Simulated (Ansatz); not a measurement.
# C3H7FSSi: two geometries relaxed

Aim: relax the geometries before and after the rotation by 120° about the C2–C4 bond, and see whether they are two minima and how far apart in energy. SMILES of the start: CC(=S)C(F)[SiH3].

Method: RKS B3LYP-D4/def2-SVP, in Ansatz 0.2.0.

**1. The structure to begin with**

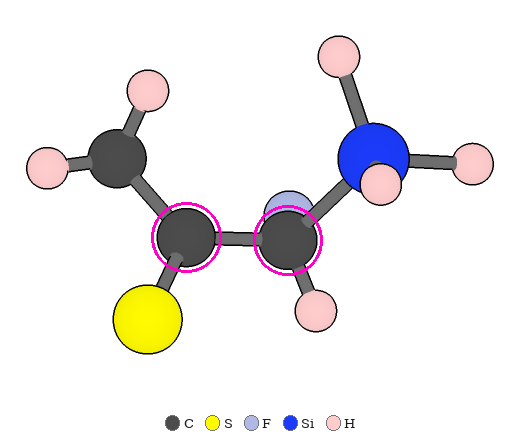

The starting structure, seen from a chosen angle (carbon dark grey, sulfur yellow, fluorine light blue, silicon blue, hydrogen pink). Ringed: C2, C4.

Coordinates:

```xyz
13

C     0.0657   -1.8659    0.4473
C     0.3730   -0.8238   -0.6406
S     1.6449   -1.1067   -1.6835
C    -0.3714    0.4633   -0.7480
F    -1.7647    0.1643   -0.5304
Si    0.0588    1.8275    0.4279
H     0.6321   -2.7382    0.3654
H     0.2258   -1.3604    1.4141
H    -1.0377   -2.0647    0.3883
H    -0.3947    0.8371   -1.7460
H    -0.0203    1.3441    1.8612
H     1.4755    2.2568    0.1880
H    -0.8665    3.0317    0.2710
```

**2. Relaxing end A**

input.yaml

```yaml
crystal:
  periodic: [false, false, false]
  atoms:
    - { symbol: C, position_ang: [0.0657, -1.8659, 0.4473] }
    - { symbol: C, position_ang: [0.373, -0.8238, -0.6406] }
    - { symbol: S, position_ang: [1.6449, -1.1067, -1.6835] }
    - { symbol: C, position_ang: [-0.3714, 0.4633, -0.748] }
    - { symbol: F, position_ang: [-1.7647, 0.1643, -0.5304] }
    - { symbol: Si, position_ang: [0.0588, 1.8275, 0.4279] }
    - { symbol: H, position_ang: [0.6321, -2.7382, 0.3654] }
    - { symbol: H, position_ang: [0.2258, -1.3604, 1.4141] }
    - { symbol: H, position_ang: [-1.0377, -2.0647, 0.3883] }
    - { symbol: H, position_ang: [-0.3947, 0.8371, -1.746] }
    - { symbol: H, position_ang: [-0.0203, 1.3441, 1.8612] }
    - { symbol: H, position_ang: [1.4755, 2.2568, 0.188] }
    - { symbol: H, position_ang: [-0.8665, 3.0317, 0.271] }
basis:
  gaussian: { orbitals: def2-SVP }
hamiltonian:
  xc: b3lyp
  dispersion: d4
relax:
  f_tol: 0.015
  max_steps: 40
```

Started as:

```sh
$ ansatz run input.yaml --threads 2 --pin off --max-ram 3072MiB --backend cpu --events-out ev --progress --plain --runs-dir out
```

Log (excerpt; [...] marks lines left out):

```text
Warning: RAYON_NUM_THREADS=2 ignored (pool sized by the plan → 2); use --threads N
[...]
Functional definition: B3LYP
[...]
1373 factors; integrals over basis functions are off by at most 3.8e-4 eV
[...]
mean field -24644.47708054 eV, -905.6678280834 hartree, gradient 3.0e-5 eV, S^2 0.000000; 0 other end points of the search recorded, 0 dependent functions left out
[...]
reference -24644.47734380 eV, -905.6678377579 hartree; 32, 32 occupied and 95, 95 virtual orbitals, 1373 factors
relax step   1: F+E_penalty+E_count = -24645.01305541 eV  Δ(F+E_penalty+E_count) = +0.000e0 eV  max|allowed force component| = 3.189e0 eV/Å  Δτ_max = 0.0000 Å  (28 SCF iters, accepted)
[...]
relax step   4: F+E_penalty+E_count = -24645.40049189 eV  Δ(F+E_penalty+E_count) = +1.326e-2 eV  max|allowed force component| = 5.699e-1 eV/Å  Δτ_max = 0.0925 Å  (32 SCF iters, rejected (line search))
[...]
relax step   7: F+E_penalty+E_count = -24645.44604984 eV  Δ(F+E_penalty+E_count) = -7.997e-3 eV  max|allowed force component| = 2.018e-1 eV/Å  Δτ_max = 0.1463 Å  (32 SCF iters, accepted)
[...]
relax step  10: F+E_penalty+E_count = -24645.45414620 eV  Δ(F+E_penalty+E_count) = -2.029e-3 eV  max|allowed force component| = 1.042e-1 eV/Å  Δτ_max = 0.0218 Å  (31 SCF iters, accepted)
[...]
relax step  12: F+E_penalty+E_count = -24645.45455855 eV  Δ(F+E_penalty+E_count) = -2.958e-4 eV  max|allowed force component| = 1.287e-1 eV/Å  Δτ_max = 0.0231 Å  (31 SCF iters, accepted)
[...]
1373 factors; integrals over basis functions are off by at most 3.5e-4 eV
mean field -24644.90745177 eV, -905.6836439345 hartree, gradient 1.2e-5 eV, S^2 0.000000; 1 other end points of the search recorded, 0 dependent functions left out
[...]
reference -24644.90771505 eV, -905.6836536097 hartree; 32, 32 occupied and 95, 95 virtual orbitals, 1373 factors
Total energy: -24645.45539286 eV, -905.7037803980 hartree
Atom 0 at    -0.074206    -1.892336     0.352590 Å, force     0.003722    -0.003636     0.000778 eV/Å
Atom 1 at     0.437056    -0.785953    -0.519120 Å, force    -0.000986     0.003783     0.001672 eV/Å
Atom 2 at     1.904619    -0.793676    -1.244934 Å, force    -0.002723     0.003167     0.000790 eV/Å
Atom 3 at    -0.468565     0.401751    -0.659086 Å, force    -0.000601    -0.004627    -0.006451 eV/Å
Atom 4 at    -1.759329     0.129265    -0.192476 Å, force     0.001327     0.001207     0.002024 eV/Å
Atom 5 at     0.189773     1.900068     0.368164 Å, force     0.004738     0.004639     0.005238 eV/Å
Atom 6 at     0.654253    -2.709530     0.412576 Å, force    -0.004132    -0.000449    -0.000427 eV/Å
Atom 7 at    -0.292228    -1.509265     1.364908 Å, force    -0.001634     0.003221    -0.002381 eV/Å
Atom 8 at    -1.036168    -2.262731    -0.040208 Å, force     0.001506    -0.002705     0.000847 eV/Å
Atom 9 at    -0.537308     0.697420    -1.719912 Å, force     0.001973     0.000107     0.001901 eV/Å
Atom 10 at     0.406911     1.428613     1.763822 Å, force    -0.000466    -0.001394    -0.000753 eV/Å
Atom 11 at     1.456044     2.405976    -0.219283 Å, force    -0.000503    -0.002012    -0.002333 eV/Å
Atom 12 at    -0.860352     2.955497     0.347660 Å, force    -0.002221    -0.001300    -0.000905 eV/Å
Dipole moment:    -0.166474     0.067122     0.130458 e Å
```

It took 24 s on 2 threads of AMD EPYC 9R45 (Zen 5), shared host; peak memory 0.35 GiB.

Step by step:

```tsv
step	energy from step 1 (eV)	largest force component (eV/Å)
1	0.0000	3.1888
2	-0.3326	1.1070
3	-0.4007	0.5060
4x	-0.3874	0.5699
5	-0.4154	0.0837
6	-0.4250	0.1677
7	-0.4330	0.2018
8	-0.4371	0.1315
9	-0.4391	0.2614
10	-0.4411	0.1042
11	-0.4412	0.0789
12	-0.4415	0.1287
13	-0.4421	0.0065
```

Step 1 is the start. 1 step was tried and not accepted (marked x).

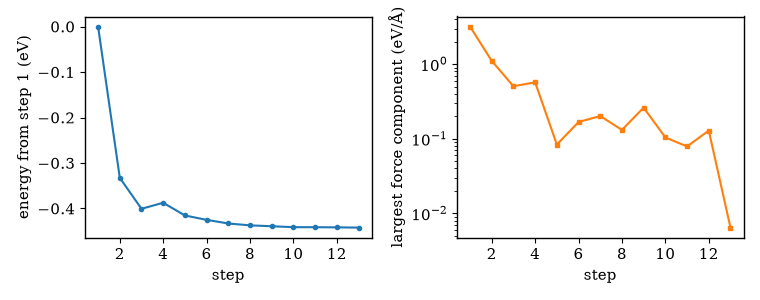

How energy and force went from step to step.

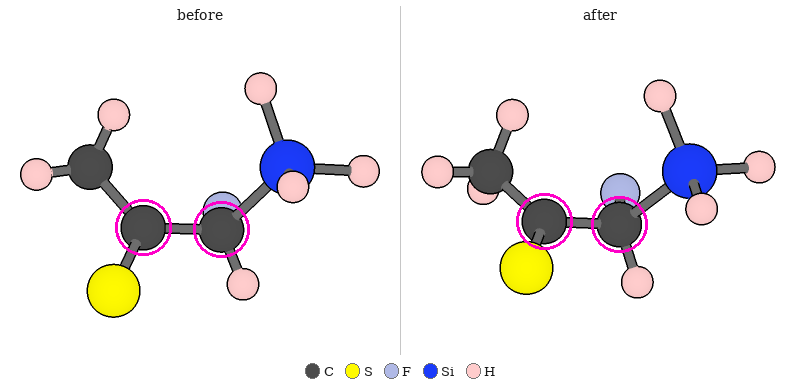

Before and after, at one scale.

After: Bond lengths: C1–C2 1.498 Å, C2–S3 1.637 Å, C2–C4 1.500 Å, C4–F5 1.399 Å, C4–Si6 1.932 Å, C1–H7 1.096 Å, C1–H8 1.104 Å, C1–H9 1.103 Å, C4–H10 1.103 Å, Si6–H11 1.489 Å, Si6–H12 1.485 Å, Si6–H13 1.489 Å. Angles (14 of 21 angles, heavy atoms first): C1–C2–S3 124.1°, C1–C2–C4 115.7°, S3–C2–C4 120.2°, C2–C4–F5 111.8°, C2–C4–Si6 111.0°, F5–C4–Si6 106.7°, C2–C1–H7 110.8°, C2–C1–H8 110.2°, C2–C1–H9 109.8°, C2–C4–H10 109.8°, F5–C4–H10 108.4°, Si6–C4–H10 108.9°, C4–Si6–H11 107.6°, C4–Si6–H12 110.1°.

**3. Relaxing end B**

The second end starts from a geometry with the move made by hand.

input.yaml

```yaml
crystal:
  periodic: [false, false, false]
  atoms:
    - { symbol: C, position_ang: [0.0657, -1.8659, 0.4473] }
    - { symbol: C, position_ang: [0.373, -0.8238, -0.6406] }
    - { symbol: S, position_ang: [1.6449, -1.1067, -1.6835] }
    - { symbol: C, position_ang: [-0.3714, 0.4633, -0.748] }
    - { symbol: F, position_ang: [0.15328, 1.34025, 0.26871] }
    - { symbol: Si, position_ang: [-0.28001, 1.40038, -2.34249] }
    - { symbol: H, position_ang: [0.6321, -2.7382, 0.3654] }
    - { symbol: H, position_ang: [0.2258, -1.3604, 1.4141] }
    - { symbol: H, position_ang: [-1.0377, -2.0647, 0.3883] }
    - { symbol: H, position_ang: [-1.38697, 0.37243, -0.43713] }
    - { symbol: H, position_ang: [1.16147, 1.64373, -2.73895] }
    - { symbol: H, position_ang: [-0.90165, 0.57982, -3.43296] }
    - { symbol: H, position_ang: [-0.99287, 2.74772, -2.25644] }
basis:
  gaussian: { orbitals: def2-SVP }
hamiltonian:
  xc: b3lyp
  dispersion: d4
relax:
  f_tol: 0.015
  max_steps: 40
```

Started as:

```sh
$ ansatz run input.yaml --threads 2 --pin off --max-ram 3072MiB --backend cpu --events-out ev --progress --plain --runs-dir out
```

Log (excerpt; [...] marks lines left out):

```text
Warning: RAYON_NUM_THREADS=2 ignored (pool sized by the plan → 2); use --threads N
[...]
Functional definition: B3LYP
[...]
1372 factors; integrals over basis functions are off by at most 3.8e-4 eV
[...]
mean field -24644.26989973 eV, -905.6602143288 hartree, gradient 3.2e-5 eV, S^2 0.000000; 0 other end points of the search recorded, 0 dependent functions left out
[...]
reference -24644.27016168 eV, -905.6602239553 hartree; 32, 32 occupied and 95, 95 virtual orbitals, 1372 factors
relax step   1: F+E_penalty+E_count = -24644.81450916 eV  Δ(F+E_penalty+E_count) = +0.000e0 eV  max|allowed force component| = 3.215e0 eV/Å  Δτ_max = 0.0000 Å  (28 SCF iters, accepted)
[...]
relax step   4: F+E_penalty+E_count = -24645.25174903 eV  Δ(F+E_penalty+E_count) = -3.147e-2 eV  max|allowed force component| = 4.083e-1 eV/Å  Δτ_max = 0.1794 Å  (30 SCF iters, accepted)
[...]
relax step   7: F+E_penalty+E_count = -24645.35763357 eV  Δ(F+E_penalty+E_count) = -3.222e-2 eV  max|allowed force component| = 4.925e-1 eV/Å  Δτ_max = 0.1942 Å  (31 SCF iters, accepted)
[...]
relax step  10: F+E_penalty+E_count = -24645.41375982 eV  Δ(F+E_penalty+E_count) = -1.301e-2 eV  max|allowed force component| = 3.513e-1 eV/Å  Δτ_max = 0.1483 Å  (32 SCF iters, accepted)
[...]
relax step  11: F+E_penalty+E_count = -24645.41954576 eV  Δ(F+E_penalty+E_count) = -5.786e-3 eV  max|allowed force component| = 3.624e-1 eV/Å  Δτ_max = 0.1148 Å  (31 SCF iters, accepted)
[...]
relax step  12: F+E_penalty+E_count = -24645.43228109 eV  Δ(F+E_penalty+E_count) = -1.274e-2 eV  max|allowed force component| = 8.672e-2 eV/Å  Δτ_max = 0.0891 Å  (31 SCF iters, accepted)
[...]
1372 factors; integrals over basis functions are off by at most 4.7e-4 eV
[...]
mean field -24644.89197643 eV, -905.6830752262 hartree, gradient 1.5e-5 eV, S^2 0.000000; 0 other end points of the search recorded, 0 dependent functions left out
[...]
reference -24644.89224434 eV, -905.6830850716 hartree; 32, 32 occupied and 95, 95 virtual orbitals, 1372 factors
```

**4. More of the same log: end point B relaxed**

Output, continued (excerpt; [...] marks lines left out):

```text
relax step  13: F+E_penalty+E_count = -24645.43573484 eV  Δ(F+E_penalty+E_count) = -3.454e-3 eV  max|allowed force component| = 5.533e-2 eV/Å  Δτ_max = 0.0687 Å  (32 SCF iters, accepted)
[...]
relax step  19: F+E_penalty+E_count = -24645.45486404 eV  Δ(F+E_penalty+E_count) = -8.557e-4 eV  max|allowed force component| = 3.444e-2 eV/Å  Δτ_max = 0.0191 Å  (32 SCF iters, accepted)
[...]
relax step  20: F+E_penalty+E_count = -24645.45505381 eV  Δ(F+E_penalty+E_count) = -1.898e-4 eV  max|allowed force component| = 1.376e-2 eV/Å  Δτ_max = 0.0095 Å  (25 SCF iters, accepted)
1373 factors; integrals over basis functions are off by at most 4.8e-4 eV
[...]
mean field -24644.90708617 eV, -905.6836304988 hartree, gradient 2.5e-5 eV, S^2 0.000000; 1 other end points of the search recorded, 0 dependent functions left out
[...]
Atom 3 at    -0.921169     0.123996    -0.998118 Å, force     0.010624     0.000476    -0.004223 eV/Å
Atom 4 at    -1.163781     0.692739     0.256652 Å, force    -0.000838     0.002106     0.006696 eV/Å
Atom 5 at     0.020942     1.450360    -2.042189 Å, force    -0.013763    -0.000463    -0.008399 eV/Å
Atom 6 at     1.107044    -2.318016     0.420662 Å, force     0.000409    -0.000863     0.001137 eV/Å
Atom 7 at     1.171766    -0.541559     0.714007 Å, force    -0.000484    -0.000820     0.001268 eV/Å
Atom 8 at    -0.252294    -1.441062     1.222449 Å, force     0.000688     0.000801     0.001474 eV/Å
Atom 9 at    -1.891847    -0.087483    -1.478350 Å, force     0.002943     0.004026    -0.001888 eV/Å
Atom 10 at     1.390081     1.587464    -1.472135 Å, force    -0.009715    -0.001159    -0.000286 eV/Å
Atom 11 at     0.080842     1.028760    -3.464826 Å, force     0.005756     0.000336     0.005761 eV/Å
Atom 12 at    -0.718766     2.735598    -1.904882 Å, force     0.005416     0.000245     0.002056 eV/Å
Dipole moment:     0.006669     0.181568     0.125747 e Å
```

Run time: 35 s. Hardware: 2 threads of AMD EPYC 9R45 (Zen 5), shared host; peak memory 0.34 GiB.

Step by step:

```tsv
step	energy from step 1 (eV)	largest force component (eV/Å)
1	0.0000	3.2148
2	-0.3257	0.9119
3	-0.4058	0.3287
4	-0.4372	0.4083
5	-0.4800	0.1371
6	-0.5109	0.3633
7	-0.5431	0.4925
8	-0.5657	0.4489
9	-0.5862	0.3787
10	-0.5993	0.3513
11	-0.6050	0.3624
12	-0.6178	0.0867
13	-0.6212	0.0553
14	-0.6273	0.2017
15	-0.6310	0.3899
16	-0.6364	0.1875
17	-0.6390	0.1114
18	-0.6395	0.1298
19	-0.6404	0.0344
20	-0.6405	0.0138
```

Step 1 is the start.

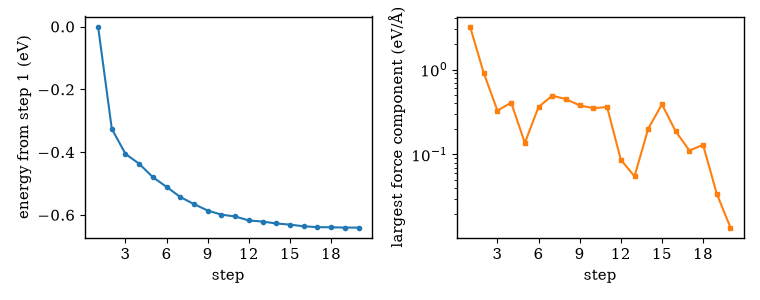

Energy and largest force along the relaxation.

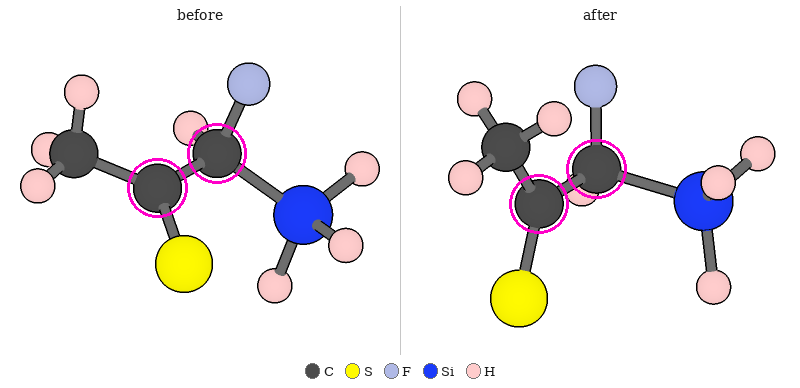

Before and after, at one scale.

After: Bond lengths: C1–C2 1.499 Å, C2–S3 1.637 Å, C2–C4 1.500 Å, C4–F5 1.399 Å, C4–Si6 1.933 Å, C1–H7 1.096 Å, C1–H8 1.104 Å, C1–H9 1.103 Å, C4–H10 1.103 Å, Si6–H11 1.489 Å, Si6–H12 1.485 Å, Si6–H13 1.489 Å. Angles (14 of 21 angles, heavy atoms first): C1–C2–S3 124.1°, C1–C2–C4 115.7°, S3–C2–C4 120.2°, C2–C4–F5 111.8°, C2–C4–Si6 110.8°, F5–C4–Si6 106.9°, C2–C1–H7 110.8°, C2–C1–H8 110.1°, C2–C1–H9 109.7°, C2–C4–H10 109.9°, F5–C4–H10 108.4°, Si6–C4–H10 109.0°, C4–Si6–H11 107.7°, C4–Si6–H12 110.0°.

**5. Results**

| quantity | value |
| --- | --- |
| end A | 11 moves, 0.442 eV lower |
| end B | 19 moves, 0.641 eV lower |
| largest difference between the ends | 0.03 Å |
| end B relative to end A | +0.000 eV |

**Reading.** The two relaxations end at one structure, within 0.03 Å: no second minimum was found from this start, which doesn't rule one out.
